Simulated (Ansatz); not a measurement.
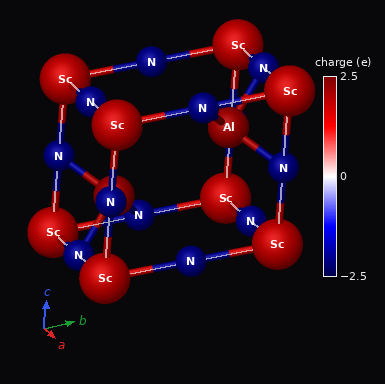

Structure drawing (ball-and-stick), viewed slightly off an axis. Atoms at the boundary of the simulation cell (the box) are drawn once for each face, edge or corner they touch. The atoms of this ScAl2N3 cell are coloured by their Bader charge.

Theory: Ansatz 0.2.0, DFT PBE, scalar-relativistic, plane waves, PAW. Numerical settings: a kinetic-energy cutoff of 420 eV, k-points on a 12×12×12 grid, Gaussian smearing of 0.1 eV, no spin polarisation.

Who donates electrons here and who accepts them?

Most positive: Al; most negative: N. Charges: about Sc +1.8 e; Al +2.2 e; N -2.1 e.

The cell started as a structure type filled with these elements by a generator (whether the compound takes this form wasn't checked). Earlier steps of the study, as a rule a relaxation of our own, may have changed the cell and positions, so they can lie some per cent off the listed ones. Ansatz was used for an electronic-structure calculation on it.
